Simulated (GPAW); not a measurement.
# Two attempts at AlSiH4F (SMILES F[SiH2][AlH2])

Wanted: the charge distribution of AlSiH4F, PBE/dzp (scalar-relativistic datasets).

Program for the calculation: GPAW 26.7.0.

2 further runs of the same task are left out: 2 set aside as unsound or not needed.

## Step 1: Starting point

AlSiH4F: 7 atoms, total charge 0, spin state singlet. SMILES: `F[SiH2][AlH2]`. The shape comes from GFN2-xTB, which is rough for such elements, and wasn't checked as a minimum.

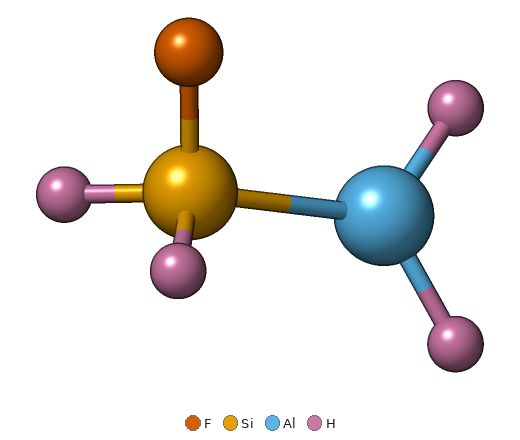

Viewed from a chosen angle; fluorine orange, silicon amber, aluminium blue, hydrogen pink.

## Step 2: First attempt

Contents of calc.py:

```python
import numpy as np
from ase.io.zmatrix import parse_zmatrix
from ase.units import Debye
from gpaw import GPAW

# Atomic positions
zmat = """
F
Si 1 r2
Al 2 r3 1 a3
H 2 r4 1 a4 3 d4
H 2 r5 4 a5 1 d5
H 3 r6 2 a6 5 d6
H 3 r7 6 a7 2 d7
"""
values = dict(r2=1.629411, r3=2.44133, a3=108.54676, r4=1.479771, a4=100.14469, d4=122.74499, r5=1.478067, a5=105.29881, d5=-104.00144, r6=1.566149, a6=126.15423, d6=84.181, r7=1.561622, a7=112.07044, d7=-176.30958)
mol = parse_zmatrix(zmat, defs=values)
mol.center(vacuum=4.5)

# Ground state
calc = GPAW(mode='lcao',
            basis='dzp',
            h=0.2,
            xc='PBE',
            occupations={'name': 'fermi-dirac', 'width': 2.0},
            maxiter=95,
            txt='-')
mol.calc = calc

energy = mol.get_potential_energy()
print(f'Energy                  {energy:.5f} eV')
forces = mol.get_forces()
print('Forces (eV/Ang)')
for symbol, f in zip(mol.symbols, forces):
    print(f'{symbol:2} {f[0]:9.4f} {f[1]:9.4f} {f[2]:9.4f}')
dipole = mol.get_dipole_moment() / Debye
print(f'Dipole = {np.linalg.norm(dipole):.3f} D')
homo, lumo = calc.get_homo_lumo()
print(f'HOMO: {homo:.3f} eV')
print(f'LUMO                    {lumo:.3f} eV')
print(f'Gap = {lumo - homo:.3f} eV')
```

Command:

```bash
python3 calc.py
```

The log of the run:

```text
[...]
Number of symmetries: 1
[...]
  Number of IBZ points: 1
[...]
basis functions: 59
Spin-components: 1 (collinear spins)
Bands:           15
[...]
  Valence electrons: 18.0
[...]
  Grid points: [64 68 56]
  Charge: 0.0  # |e|
[...]
    cutoffs:
[...]
occupation numbers:
  Fermi-Dirac:
[...]
xc functional:
  name: PBE with 2 nearest neighbor stencil
[...]
|iter     |     time |      energy | eigst |  dens |
[...]
|iter:   1| 00:00:09 |  -24.755316 |      c|       |
[...]
|iter:   9| 00:00:18 |  -23.419355c|      c| -4.16c|
Converged in 9 steps
[...]
Energy contributions relative to reference atoms: (reference = -17253.808949)
Energy contributions:
  Kinetic:          34.043667
  Coulomb:         -27.366281
  Zero:              0.293867
  External:          0.000000
  Xc:              -22.245217
  Entropy:         -16.290782
  Spinorbit:         0.000000
  ----------------------------
  Free energy:     -31.564746
  Extrapolated:    -23.419355
dipole moment: (0.044951, -0.204306, -0.007721)  # |e|*Ang
Fermi level: -4.852
Eigenvalues  # (at kpt = [0.000, 0.000, 0.000])
| band index |      eig [eV] | occ [0-2] |
|------------|---------------|-----------|
|          0 |       -30.525 |     2.000 |
|          1 |       -14.430 |     1.983 |
|          2 |       -11.561 |     1.933 |
|          3 |       -11.432 |     1.928 |
|          4 |       -11.356 |     1.925 |
|          5 |       -10.340 |     1.879 |
|          6 |        -8.723 |     1.748 |
|          7 |        -7.891 |     1.641 |
|          8 |        -7.250 |     1.537 |
|          9 |        -3.217 |     0.613 |
|         10 |        -1.724 |     0.346 |
|         11 |        -0.415 |     0.196 |
[...]
Gap: 4.033 eV
Transition (v -> c):
[...]
Forces (eV/Ang)
F    -3.0719   -0.0143   -0.0095
Si    2.0522    0.7308   -0.0035
Al   -0.1186   -0.4581   -0.1272
H     0.3628   -0.7180    1.2441
H     0.3089   -0.8337   -1.1801
H    -0.7151    1.0193   -0.6613
H     1.2032    0.2849    0.7688
Dipole = 1.005 D
HOMO: -7.250 eV
LUMO                    -3.217 eV
Gap = 4.033 eV
```

Wall time 19 s (1 thread of Intel Xeon at 2.70GHz, shared host); peak memory 0.6 GiB.

## Step 3: Diagnosis

The program ended normally, but the settings are unsound, so its numbers aren't properties of the molecule.

The cause is that the smearing is far too wide. The sound input differs in these keys, not all of which need be the cause: smear at its default in place of fermi-dirac; width at its default in place of 2.

## Step 4: The mended input

Contents of gs_sp.py:

```python
import numpy as np
from ase.io.zmatrix import parse_zmatrix
from ase.units import Debye
from gpaw import GPAW

# Structure
zmat = """
F
Si 1 r2
Al 2 r3 1 a3
H 2 r4 1 a4 3 d4
H 2 r5 4 a5 1 d5
H 3 r6 2 a6 5 d6
H 3 r7 6 a7 2 d7
"""
values = dict(r2=1.629411, r3=2.44133, a3=108.54676, r4=1.479771, a4=100.14469, d4=122.74499, r5=1.478067, a5=105.29881, d5=-104.00144, r6=1.566149, a6=126.15423, d6=84.181, r7=1.561622, a7=112.07044, d7=-176.30958)
atoms = parse_zmatrix(zmat, defs=values)
atoms.center(vacuum=4.5)

# Ground state
dft = GPAW(mode='lcao', basis='dzp', h=0.2, xc='PBE', maxiter=100, txt='-')
atoms.calc = dft

energy = atoms.get_potential_energy()
print(f'Energy                  {energy:.5f} eV')
forces = atoms.get_forces()
print('Forces (eV/Ang)')
for symbol, f in zip(atoms.symbols, forces):
    print(f'{symbol:2} {f[0]:9.4f} {f[1]:9.4f} {f[2]:9.4f}')
dipole = atoms.get_dipole_moment() / Debye
print(f'Dipole = {np.linalg.norm(dipole):.3f} D')
homo, lumo = dft.get_homo_lumo()
print(f'HOMO: {homo:.3f} eV')
print(f'LUMO                    {lumo:.3f} eV')
print(f'Gap                     {lumo - homo:.3f} eV')
```

Command:

```bash
OMP_NUM_THREADS=1 python gs_sp.py
```

The log of the run:

```text
[...]
Number of symmetries: 1
[...]
  Number of IBZ points: 1
[...]
basis functions: 59
Spin-components: 1 (collinear spins)
Bands:           15
[...]
  Valence electrons: 18.0
[...]
  Grid points: [64 68 56]
  Charge: 0.0  # |e|
[...]
    cutoffs:
[...]
occupation numbers:
  # Zero width
[...]
xc functional:
  name: PBE with 2 nearest neighbor stencil
[...]
|iter     |     time |      energy | eigst |  dens |
[...]
|iter:   1| 00:00:09 |  -26.809606 |      c|       |
[...]
|iter:   9| 00:00:17 |  -24.908079c|      c| -4.35c|
Converged in 9 steps
[...]
Energy contributions relative to reference atoms: (reference = -17253.808949)
Energy contributions:
  Kinetic:          32.736165
  Coulomb:         -31.599462
  Zero:              0.319869
  External:          0.000000
  Xc:              -26.364651
  Entropy:           0.000000
  Spinorbit:         0.000000
  ----------------------------
  Free energy:     -24.908079
  Extrapolated:    -24.908079
dipole moment: (0.319206, 0.077476, -0.040475)  # |e|*Ang
Fermi level: -4.906
Eigenvalues  # (at kpt = [0.000, 0.000, 0.000])
| band index |      eig [eV] | occ [0-2] |
|------------|---------------|-----------|
|          0 |       -28.773 |     2.000 |
|          1 |       -13.385 |     2.000 |
|          2 |       -10.532 |     2.000 |
|          3 |       -10.213 |     2.000 |
|          4 |        -9.961 |     2.000 |
|          5 |        -9.326 |     2.000 |
|          6 |        -7.729 |     2.000 |
|          7 |        -7.346 |     2.000 |
|          8 |        -6.694 |     2.000 |
|          9 |        -3.118 |     0.000 |
|         10 |        -1.301 |     0.000 |
|         11 |        -0.069 |     0.000 |
[...]
Gap: 3.575 eV
Transition (v -> c):
[...]
Forces (eV/Ang)
F    -1.3761    0.3923   -0.0140
Si   -0.0746   -0.3070    0.0505
Al    0.1720    0.1318    0.0050
H     0.5740   -0.1366    0.5414
H     0.6286   -0.1679   -0.5558
H    -0.3878    0.1500   -0.2878
H     0.4844   -0.0524    0.2889
Dipole = 1.590 D
HOMO: -6.694 eV
LUMO                    -3.118 eV
Gap                     3.575 eV
```

Wall time 19 s (1 thread of Intel Xeon at 2.70GHz, shared host); peak memory 0.6 GiB.

## Step 5: Outcome

Level: PBE/dzp (scalar-relativistic datasets).

| quantity | value |
| --- | --- |
| energy as printed (from the program's reference atoms) | -24.9081 eV |
| dipole moment | 1.59 D |
| HOMO energy | -6.69 eV |
| LUMO energy | -3.12 eV |
| HOMO–LUMO gap | 3.58 eV |

In words: The first attempt's energy was +1.489 eV off this one.
